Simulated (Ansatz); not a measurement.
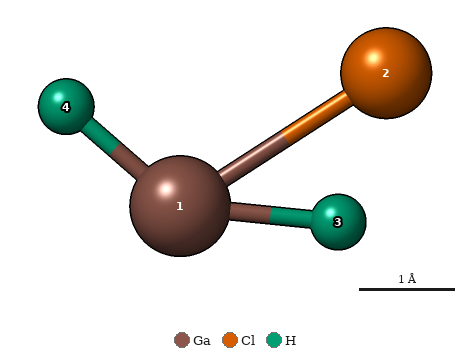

The structure as given in the input (ball-and-stick view, seen on its broad side; atoms are numbered from 1 in the order of the input). Sticks mark near contacts. Bond lengths as drawn: Cl–Ga 2.58 Å and Ga–H 1.59 to 1.67 Å.

# Run report: GaH$_{2}$Cl, phonon calculation

- system: GaH$_{2}$Cl
- method: RKS PBE0/def2-SVP (Ansatz 0.2.0)

It belongs to a series of runs on one base structure; here: vibrations at the highest image of the band. Figures and captions count atoms from 1; the log counts them from 0 in places.

### Output
```
Engine: ansatz 0.2.0, x86_64-unknown-linux-gnu
Functional definition: PBE0
  parameter a = 0.25
  parameter kappa = 0.804
  parameter beta = 0.06672455060314922
  exchange = (1 - a)*pbe_x(kappa = kappa, mu = beta*pi^2/3) + a*exact_x
  correlation = pbe_c(beta = beta)
619 factors; integrals over basis functions are off by at most 3.7e-4 eV
mean field evaluation 1: about -64909.1663 eV, gradient 2.1e1 eV
mean field evaluation 2: about -64907.1319 eV, gradient 3.5e1 eV
mean field evaluation 4: about -64910.1850 eV, gradient 1.5e0 eV
mean field evaluation 8: about -64910.1930 eV, gradient 4.7e-2 eV
mean field evaluation 16: about -64910.1930 eV, gradient 4.2e-5 eV
mean field -64910.19299632 eV, -2385.4055949058 hartree, gradient 4.2e-5 eV, S^2 0.000000; 0 other end points of the search recorded, 0 dependent functions left out
the calculation of the forces begins
reference -64910.19301942 eV, -2385.4055957547 hartree; 25, 25 occupied and 35, 35 virtual orbitals, 619 factors
these checks for a lower state are left out or cut short: stability, starts, cluster_reference, orbital_swaps, neighbouring_geometries, increment
619 factors; integrals over basis functions are off by at most 3.7e-4 eV
mean field -64910.19294706 eV, -2385.4055930953 hartree, gradient 1.8e-6 eV, S^2 0.000000; 0 other end points of the search recorded, 0 dependent functions left out
[... from here on the field's lines of each further geometry are left out, up to the last ...]
the calculation of the forces begins
reference -64910.19302927 eV, -2385.4055961165 hartree; 25, 25 occupied and 35, 35 virtual orbitals, 619 factors
these checks for a lower state are left out or cut short: stability, starts, cluster_reference, orbital_swaps, neighbouring_geometries, increment
619 factors; integrals over basis functions are off by at most 3.7e-4 eV
mean field -64910.19298221 eV, -2385.4055943873 hartree, gradient 2.5e-6 eV, S^2 0.000000; 0 other end points of the search recorded, 0 dependent functions left out
the calculation of the forces begins
reference -64910.19300531 eV, -2385.4055952362 hartree; 25, 25 occupied and 35, 35 virtual orbitals, 619 factors
WARN: phonons: modes at or below zero, which the zero-point energy, F, S and C_V leave out: 1, the lowest at -911.31 cm⁻¹. A minimum has none, and a first-order saddle one
Total energy: -64910.19301942 eV, -2385.4055957547 hartree
Atom 0 at     0.249084     0.000000    -0.553798 Å, force     0.005586     0.000000    -0.013787 eV/Å
Atom 1 at     1.302640     0.000000     1.802460 Å, force     0.003250     0.000000     0.001525 eV/Å
Atom 2 at     1.734224     0.000000     0.212055 Å, force    -0.012213    -0.000000     0.005484 eV/Å
Atom 3 at    -1.328349     0.000000    -0.330517 Å, force     0.003377    -0.000000     0.006778 eV/Å
Dipole moment:    -0.168757    -0.000000    -0.471955 e Å
Vibrations: -911.31 260.92 537.03 562.02 1544.91 1878.86 cm⁻¹, zero-point energy 0.296554 eV
```

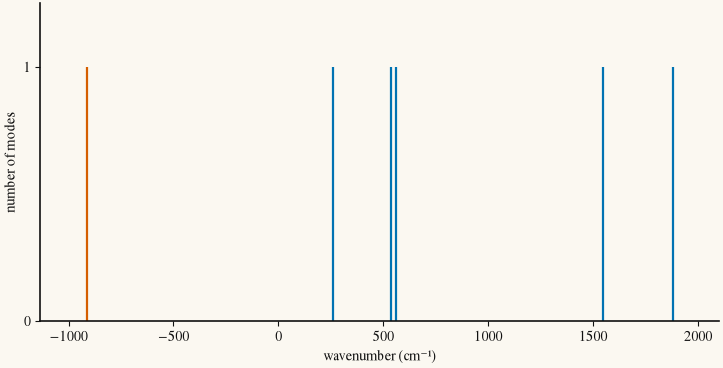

Harmonic vibrational wavenumbers from the force constants; neighbouring modes closer than 13 cm⁻¹ are counted in one stick, and imaginary ones are drawn at negative wavenumbers. 6 modes from 911i to 1879 cm⁻¹, 1 imaginary beyond 8i (911i cm⁻¹): a first-order saddle point, if the geometry is stationary.

The run was set up as follows.

### Input file
```yaml
crystal:
  periodic: [false, false, false]
  atoms:
    - { symbol: Ga, position_ang: [0.249084, 0.0, -0.553798] }
    - { symbol: Cl, position_ang: [1.30264, 0.0, 1.80246] }
    - { symbol: H, position_ang: [1.734224, 0.0, 0.212055] }
    - { symbol: H, position_ang: [-1.328349, 0.0, -0.330517] }
basis:
  gaussian: { orbitals: def2-SVP }
hamiltonian:
  xc: pbe0
phonons: {}
```

Run as:
```bash
ansatz run input.yaml --threads 1 --pin off --max-ram 2048MiB --backend cpu --events-out ev --progress --plain --runs-dir out
```

### Results in brief

| quantity | value |
| --- | --- |
| outcome | converged |
| total energy | −64910.1930 eV |
| mean-field energy | −64910.1930 eV |
| largest force (length of the vector) | 0.015 eV/Å |
| hardware | 1 thread of Intel Xeon (Granite Rapids), 32 GiB of memory available, shared host |
| wall time | 9.5 s |
| peak memory | 0.14 GiB |
